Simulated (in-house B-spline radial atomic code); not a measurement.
# Re⁵⁺: excited configurations

Wanted: excitation energies of Re⁵⁺ as differences of total energies (ΔSCF).

Method: Dirac-Hartree-Fock, average of configuration, Fermi nucleus, basis-set limit. Code: in-house B-spline radial atomic code version 1.

## Step 1: Starting point

| Item | Value |
| --- | --- |
| element | rhenium (Z = 75) |
| charge | +5 |
| electrons | 70 |
| configuration | [Xe] 4f14 5d2 |
| Hamiltonian | Dirac-Coulomb |
| nucleus | Fermi, rms radius 5.370 fm |

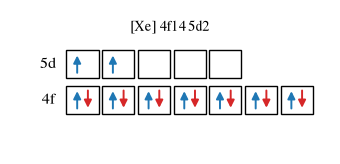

Outer shells as boxes.

The boxes draw the filling by Hund's rule, which heavy ions in jj coupling don't follow; these runs average over all states of the configuration.

Input settings:

```ini
Z = 75
electrons = 70.0
configuration = [Xe] 4f14 5d2
hamiltonian = dirac
method = hf
spin_polarised = False
nucleus = fermi
rms_radius = 5.3698
mass_number = 187
atomic_mass = 186.955752217
speed_of_light = 137.035999084
```

From the earlier run of the reference: total energy -16702.551920 hartree. Levels, eight at most:

| orbital | occupation | energy (eV) | <r> (bohr) |
| --- | --- | --- | --- |
| 4d5/2 | 6 | -346.41 | 0.5047 |
| 5s1/2 | 2 | -160.55 | 1.036 |
| 5p1/2 | 2 | -124.30 | 1.119 |
| 4f5/2 | 6 | -122.92 | 0.5654 |
| 4f7/2 | 8 | -120.23 | 0.5734 |
| 5p3/2 | 4 | -112.14 | 1.202 |
| 5d3/2 | 0.8 | -66.934 | 1.514 |
| 5d5/2 | 1.2 | -65.732 | 1.547 |

## Step 2: Configuration [Xe] 4f13 5d2 6s1

The settings differ from step 1 so:

```diff
@@ -2,3 +2,3 @@
 electrons = 70.0
-configuration = [Xe] 4f14 5d2
+configuration = [Xe] 4f13 5d2 6s1
 hamiltonian = dirac
```

From the run's result record (rounded, not every field):

```text
{
  "status": "converged",
  "iterations": 10,
  "energy [hartree]": {"total": -16700.4344502, "kinetic": 18873.3124603, "nuclear": -41585.1714518, "coulomb": 6332.9125041, "exact_exchange": -321.487962846},
  "breit [hartree]": {"gaunt": 20.17147, "retardation": -2.13759, "frequency_dependence": -0.3576475},
  "qed [hartree]": {"self_energy": 14.75386, "uehling": -2.811386, "wichmann_kroll": 0.1139017},
  "recoil [hartree]": 0.03015506,
  "total_with_corrections [hartree]": -16670.6716878,
  "orbitals [hartree, bohr; first row names the columns]": [
    ["name", "occ", "eps", "<r>"],
    ["1s1/2", 2.0, -2653.8992, 0.018037],
    ["2s1/2", 2.0, -467.62605, 0.075542],
    ["2p1/2", 2.0, -446.58763, 0.062545],
    ["2p3/2", 4.0, -393.58147, 0.070578],
    ["3s1/2", 2.0, -112.85754, 0.19648],
    ["3p1/2", 2.0, -103.51186, 0.18684],
    ["3p3/2", 4.0, -91.826859, 0.20158],
    ["3d3/2", 4.0, -76.346445, 0.17658],
    ["3d5/2", 6.0, -73.836755, 0.18112],
    ["4s1/2", 2.0, -27.05357, 0.43968],
    ["4p1/2", 2.0, -23.106296, 0.44471],
    ["4p3/2", 4.0, -20.334508, 0.47587],
    ["4d3/2", 4.0, -13.83846, 0.49093],
    ["4d5/2", 6.0, -13.316355, 0.5018],
    ["5s1/2", 2.0, -6.2698188, 1.0165],
    ["5p1/2", 2.0, -4.8940517, 1.0941],
    ["5p3/2", 4.0, -4.4186255, 1.173],
    ["4f5/2", 5.5714, -5.1132917, 0.55192],
    ["4f7/2", 7.4286, -5.012477, 0.55909],
    ["5d3/2", 0.8, -2.6787126, 1.4466],
    ["5d5/2", 1.2, -2.6272904, 1.4776],
    ["6s1/2", 1.0, -2.0742051, 2.2624]
  ],
  "sum_r [bohr^k]": {"-1": 554.5011, "1": 33.94148, "2": 32.16725},
  "energy_minus_base [hartree]": 2.11746989,
  "energy_minus_base_with_corrections [hartree]": 2.12784903
}
```

It took 1.3 s on 1 thread, shared host.

energy_minus_base is the energy less that of the reference run.

## Step 3: [Kr] 4d10 4f14 5s2 5p5 5d2 8d1

The settings differ from step 2 so:

```diff
@@ -2,3 +2,3 @@
 electrons = 70.0
-configuration = [Xe] 4f13 5d2 6s1
+configuration = [Kr] 4d10 4f14 5s2 5p5 5d2 8d1
 hamiltonian = dirac
```

Result record:

```text
{
  "status": "converged",
  "iterations": 10,
  "energy [hartree]": {"total": -16698.8350204, "kinetic": 18870.1975518, "nuclear": -41580.2735714, "coulomb": 6333.5757653, "exact_exchange": -322.334766078},
  "breit [hartree]": {"gaunt": 20.15616, "retardation": -2.135169, "frequency_dependence": -0.357232},
  "qed [hartree]": {"self_energy": 14.75003, "uehling": -2.810858, "wichmann_kroll": 0.1138802},
  "recoil [hartree]": 0.03013776,
  "total_with_corrections [hartree]": -16669.0880762,
  "orbitals [hartree, bohr; first row names the columns]": [
    ["name", "occ", "eps", "<r>"],
    ["1s1/2", 2.0, -2653.9368, 0.018037],
    ["2s1/2", 2.0, -467.59514, 0.075538],
    ["2p1/2", 2.0, -446.56962, 0.062541],
    ["2p3/2", 4.0, -393.55531, 0.070574],
    ["3s1/2", 2.0, -112.75621, 0.19647],
    ["3p1/2", 2.0, -103.41554, 0.18684],
    ["3p3/2", 4.0, -91.727953, 0.20158],
    ["3d3/2", 4.0, -76.261225, 0.17658],
    ["3d5/2", 6.0, -73.74954, 0.18112],
    ["4s1/2", 2.0, -27.003853, 0.4407],
    ["4p1/2", 2.0, -23.066266, 0.44625],
    ["4p3/2", 4.0, -20.311706, 0.47784],
    ["4d3/2", 4.0, -13.845154, 0.49325],
    ["4d5/2", 6.0, -13.327979, 0.50436],
    ["4f5/2", 6.0, -5.1096836, 0.5623],
    ["4f7/2", 8.0, -5.0111947, 0.57007],
    ["5s1/2", 2.0, -6.3799231, 1.0259],
    ["5p1/2", 1.6667, -5.0832176, 1.1034],
    ["5p3/2", 3.3333, -4.6251008, 1.1809],
    ["5d3/2", 0.8, -2.8949663, 1.4536],
    ["5d5/2", 1.2, -2.8441069, 1.4828],
    ["8d3/2", 0.4, -0.5132578, 8.3637],
    ["8d5/2", 0.6, -0.50976762, 8.4246]
  ],
  "sum_r [bohr^k]": {"-1": 554.4357, "1": 39.74876, "2": 104.6622},
  "energy_minus_base [hartree]": 3.7168997,
  "energy_minus_base_with_corrections [hartree]": 3.71146065
}
```

Run time: 1.6 s. Hardware: 1 thread, shared host.

## Step 4: Configuration [Xe] 4f14 5d1 9p1

The settings differ from step 3 so:

```diff
@@ -2,3 +2,3 @@
 electrons = 70.0
-configuration = [Kr] 4d10 4f14 5s2 5p5 5d2 8d1
+configuration = [Xe] 4f14 5d1 9p1
 hamiltonian = dirac
```

Result record:

```text
{
  "status": "converged",
  "iterations": 10,
  "energy [hartree]": {"total": -16700.5813262, "kinetic": 18872.461694, "nuclear": -41590.2527236, "coulomb": 6340.40286548, "exact_exchange": -323.19316201},
  "breit [hartree]": {"gaunt": 20.16273, "retardation": -2.136149, "frequency_dependence": -0.3575351},
  "qed [hartree]": {"self_energy": 14.75059, "uehling": -2.810865, "wichmann_kroll": 0.113881},
  "recoil [hartree]": 0.03013987,
  "total_with_corrections [hartree]": -16670.8285301,
  "orbitals [hartree, bohr; first row names the columns]": [
    ["name", "occ", "eps", "<r>"],
    ["1s1/2", 2.0, -2653.8118, 0.018037],
    ["2s1/2", 2.0, -467.49424, 0.075539],
    ["2p1/2", 2.0, -446.46636, 0.062542],
    ["2p3/2", 4.0, -393.45397, 0.070574],
    ["3s1/2", 2.0, -112.66423, 0.19647],
    ["3p1/2", 2.0, -103.32483, 0.18683],
    ["3p3/2", 4.0, -91.637051, 0.20157],
    ["3d3/2", 4.0, -76.166781, 0.17658],
    ["3d5/2", 6.0, -73.655152, 0.18112],
    ["4s1/2", 2.0, -26.913648, 0.44068],
    ["4p1/2", 2.0, -22.977681, 0.4459],
    ["4p3/2", 4.0, -20.222963, 0.4774],
    ["4d3/2", 4.0, -13.750058, 0.4936],
    ["4d5/2", 6.0, -13.232689, 0.50471],
    ["5s1/2", 2.0, -6.3728502, 1.0293],
    ["5p1/2", 2.0, -5.0207419, 1.1079],
    ["5p3/2", 4.0, -4.5633296, 1.187],
    ["4f5/2", 6.0, -5.0187854, 0.56373],
    ["4f7/2", 8.0, -4.920096, 0.57161],
    ["5d3/2", 0.4, -2.885545, 1.4651],
    ["5d5/2", 0.6, -2.8374821, 1.4948],
    ["9p1/2", 0.33333, -0.45218075, 9.8481],
    ["9p3/2", 0.66667, -0.44127569, 10.095]
  ],
  "sum_r [bohr^k]": {"-1": 554.5688, "1": 41.11939, "2": 136.73},
  "energy_minus_base [hartree]": 1.97059388,
  "energy_minus_base_with_corrections [hartree]": 1.97100676
}
```

It took 1.7 s on 1 thread, shared host.

## Step 5: [Kr] 4d10 4f14 5s2 5p5 5d2 9p1

The settings differ from step 4 so:

```diff
@@ -2,3 +2,3 @@
 electrons = 70.0
-configuration = [Xe] 4f14 5d1 9p1
+configuration = [Kr] 4d10 4f14 5s2 5p5 5d2 9p1
 hamiltonian = dirac
```

Result record:

```text
{
  "status": "converged",
  "iterations": 10,
  "energy [hartree]": {"total": -16698.7702294, "kinetic": 18870.147762, "nuclear": -41578.5013008, "coulomb": 6331.91502432, "exact_exchange": -322.33171489},
  "breit [hartree]": {"gaunt": 20.15629, "retardation": -2.135188, "frequency_dependence": -0.3572408},
  "qed [hartree]": {"self_energy": 14.75006, "uehling": -2.810861, "wichmann_kroll": 0.1138803},
  "recoil [hartree]": 0.03013756,
  "total_with_corrections [hartree]": -16669.0231571,
  "orbitals [hartree, bohr; first row names the columns]": [
    ["name", "occ", "eps", "<r>"],
    ["1s1/2", 2.0, -2653.9608, 0.018037],
    ["2s1/2", 2.0, -467.61964, 0.075538],
    ["2p1/2", 2.0, -446.59408, 0.062541],
    ["2p3/2", 4.0, -393.5798, 0.070574],
    ["3s1/2", 2.0, -112.78055, 0.19647],
    ["3p1/2", 2.0, -103.43993, 0.18684],
    ["3p3/2", 4.0, -91.752316, 0.20158],
    ["3d3/2", 4.0, -76.285545, 0.17658],
    ["3d5/2", 6.0, -73.773851, 0.18112],
    ["4s1/2", 2.0, -27.028021, 0.4407],
    ["4p1/2", 2.0, -23.090438, 0.44625],
    ["4p3/2", 4.0, -20.335879, 0.47783],
    ["4d3/2", 4.0, -13.869123, 0.49325],
    ["4d5/2", 6.0, -13.351942, 0.50436],
    ["4f5/2", 6.0, -5.1336796, 0.56226],
    ["4f7/2", 8.0, -5.0351857, 0.57004],
    ["5s1/2", 2.0, -6.4034464, 1.0257],
    ["5p1/2", 1.6667, -5.1064475, 1.1032],
    ["5p3/2", 3.3333, -4.6481981, 1.1807],
    ["5d3/2", 0.8, -2.9171918, 1.4549],
    ["5d5/2", 1.2, -2.8662861, 1.4842],
    ["9p1/2", 0.33333, -0.45346115, 9.8211],
    ["9p3/2", 0.66667, -0.44247004, 10.069]
  ],
  "sum_r [bohr^k]": {"-1": 554.4121, "1": 41.33576, "2": 136.899},
  "energy_minus_base [hartree]": 3.78169064,
  "energy_minus_base_with_corrections [hartree]": 3.77637976
}
```

Run time: 1.7 s. Hardware: 1 thread, shared host.

## Step 6: Configuration [Kr] 4d10 4f14 5s2 5p5 5d2 9d1

The settings differ from step 5 so:

```diff
@@ -2,3 +2,3 @@
 electrons = 70.0
-configuration = [Kr] 4d10 4f14 5s2 5p5 5d2 9p1
+configuration = [Kr] 4d10 4f14 5s2 5p5 5d2 9d1
 hamiltonian = dirac
```

Result record:

```text
{
  "status": "converged",
  "iterations": 10,
  "energy [hartree]": {"total": -16698.6973045, "kinetic": 18870.0610065, "nuclear": -41577.2744093, "coulomb": 6330.84747571, "exact_exchange": -322.331377325},
  "breit [hartree]": {"gaunt": 20.15613, "retardation": -2.135164, "frequency_dependence": -0.3572327},
  "qed [hartree]": {"self_energy": 14.75004, "uehling": -2.810859, "wichmann_kroll": 0.1138802},
  "recoil [hartree]": 0.03013743,
  "total_with_corrections [hartree]": -16668.950376,
  "orbitals [hartree, bohr; first row names the columns]": [
    ["name", "occ", "eps", "<r>"],
    ["1s1/2", 2.0, -2653.9769, 0.018037],
    ["2s1/2", 2.0, -467.63516, 0.075538],
    ["2p1/2", 2.0, -446.60966, 0.062541],
    ["2p3/2", 4.0, -393.59533, 0.070574],
    ["3s1/2", 2.0, -112.79597, 0.19647],
    ["3p1/2", 2.0, -103.45532, 0.18684],
    ["3p3/2", 4.0, -91.767711, 0.20158],
    ["3d3/2", 4.0, -76.301014, 0.17658],
    ["3d5/2", 6.0, -73.789322, 0.18112],
    ["4s1/2", 2.0, -27.043424, 0.4407],
    ["4p1/2", 2.0, -23.105824, 0.44625],
    ["4p3/2", 4.0, -20.351255, 0.47784],
    ["4d3/2", 4.0, -13.884658, 0.49325],
    ["4d5/2", 6.0, -13.367477, 0.50436],
    ["4f5/2", 6.0, -5.1491548, 0.56226],
    ["4f7/2", 8.0, -5.0506617, 0.57003],
    ["5s1/2", 2.0, -6.4186551, 1.0258],
    ["5p1/2", 1.6667, -5.1217251, 1.1032],
    ["5p3/2", 3.3333, -4.6634514, 1.1807],
    ["5d3/2", 0.8, -2.932635, 1.4538],
    ["5d5/2", 1.2, -2.8817112, 1.483],
    ["9d3/2", 0.4, -0.37463394, 11.593],
    ["9d5/2", 0.6, -0.37245683, 11.664]
  ],
  "sum_r [bohr^k]": {"-1": 554.3958, "1": 42.98264, "2": 177.0695},
  "energy_minus_base [hartree]": 3.85461558,
  "energy_minus_base_with_corrections [hartree]": 3.84916078
}
```

Wall time 1.8 s (1 thread, shared host).

## Step 7: Run with [Xe] 4f14 5d1 8d1

The settings differ from step 6 so:

```diff
@@ -2,3 +2,3 @@
 electrons = 70.0
-configuration = [Kr] 4d10 4f14 5s2 5p5 5d2 9d1
+configuration = [Xe] 4f14 5d1 8d1
 hamiltonian = dirac
```

Result record:

```text
{
  "status": "converged",
  "iterations": 12,
  "energy [hartree]": {"total": -16700.6466219, "kinetic": 18872.5119323, "nuclear": -41592.0261435, "coulomb": 6342.06362392, "exact_exchange": -323.196034642},
  "breit [hartree]": {"gaunt": 20.16261, "retardation": -2.13613, "frequency_dependence": -0.3575263},
  "qed [hartree]": {"self_energy": 14.75056, "uehling": -2.810863, "wichmann_kroll": 0.1138809},
  "recoil [hartree]": 0.03014006,
  "total_with_corrections [hartree]": -16670.8939544,
  "orbitals [hartree, bohr; first row names the columns]": [
    ["name", "occ", "eps", "<r>"],
    ["1s1/2", 2.0, -2653.7879, 0.018037],
    ["2s1/2", 2.0, -467.46972, 0.075539],
    ["2p1/2", 2.0, -446.44188, 0.062542],
    ["2p3/2", 4.0, -393.42946, 0.070574],
    ["3s1/2", 2.0, -112.63987, 0.19647],
    ["3p1/2", 2.0, -103.30042, 0.18683],
    ["3p3/2", 4.0, -91.612674, 0.20157],
    ["3d3/2", 4.0, -76.142447, 0.17658],
    ["3d5/2", 6.0, -73.630826, 0.18112],
    ["4s1/2", 2.0, -26.889465, 0.44068],
    ["4p1/2", 2.0, -22.953495, 0.44591],
    ["4p3/2", 4.0, -20.198775, 0.4774],
    ["4d3/2", 4.0, -13.726075, 0.4936],
    ["4d5/2", 6.0, -13.208712, 0.50471],
    ["5s1/2", 2.0, -6.3493277, 1.0295],
    ["5p1/2", 2.0, -4.9975351, 1.1081],
    ["5p3/2", 4.0, -4.5402614, 1.1872],
    ["4f5/2", 6.0, -4.9947769, 0.56376],
    ["4f7/2", 8.0, -4.8960924, 0.57165],
    ["5d3/2", 0.4, -2.8564785, 1.4732],
    ["5d5/2", 0.6, -2.8080875, 1.5036],
    ["8d3/2", 0.4, -0.52085814, 8.3665],
    ["8d5/2", 0.6, -0.51770206, 8.4261]
  ],
  "sum_r [bohr^k]": {"-1": 554.5924, "1": 39.51903, "2": 104.1127},
  "energy_minus_base [hartree]": 1.90529815,
  "energy_minus_base_with_corrections [hartree]": 1.90558243
}
```

Wall time 1.7 s (1 thread, shared host).

## Step 8: All configurations in order

| net move | configuration | energy above the reference (eV) | with Breit, QED, recoil (eV) | largest <r> (bohr) |
| --- | --- | --- | --- | --- |
| 5d → 8d | [Xe] 4f14 5d1 8d1 | 51.846 | 51.854 | 8.43 |
| 5d → 9p | [Xe] 4f14 5d1 9p1 | 53.623 | 53.634 | 10.1 |
| 4f → 6s | [Xe] 4f13 5d2 6s1 | 57.619 | 57.902 | 2.26 |
| 5p → 8d | [Kr] 4d10 4f14 5s2 5p5 5d2 8d1 | 101.14 | 100.99 | 8.42 |
| 5p → 9p | [Kr] 4d10 4f14 5s2 5p5 5d2 9p1 | 102.91 | 102.76 | 10.1 |
| 5p → 9d | [Kr] 4d10 4f14 5s2 5p5 5d2 9d1 | 104.89 | 104.74 | 11.7 |

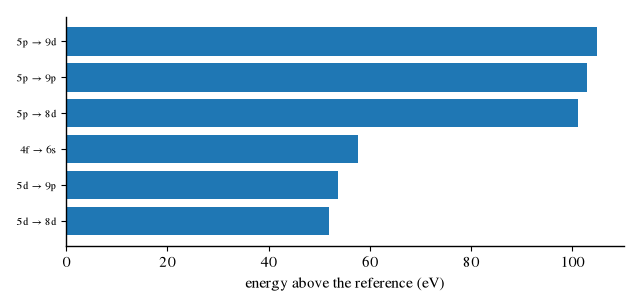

The configurations in order of energy, labelled by the net move of electrons.

Quantum defects of the promoted electron, δ = n − ζ/√(−2ε) with ζ = 6 and ε its orbital energy in hartree:

| promotion | δ |
| --- | --- |
| 5d → 8d | 2.111 |
| 5d → 9p | 2.639 |
| 4f → 6s | 3.054 |
| 5p → 8d | 2.066 |
| 5p → 9p | 2.648 |
| 5p → 9d | 2.056 |

The energies run from 51.846 eV (5d → 8d) to 104.89 eV (5p → 9d). 3 of them lie more than 2 % above the ionisation threshold that Koopmans' theorem gives (65.732 eV), where such states can decay by emitting an electron. Of those tabulated, the defect is largest for 6s (3.05) and least for 9d (2.06): low angular momentum penetrates the core, high angular momentum stays outside it. Two partly filled shells share a symmetry and can mix in the average, which may lower the energy, for: 5d → 8d; 5p → 8d; 5p → 9p; 5p → 9d. These are averages over configurations, without correlation, not spectroscopic levels.
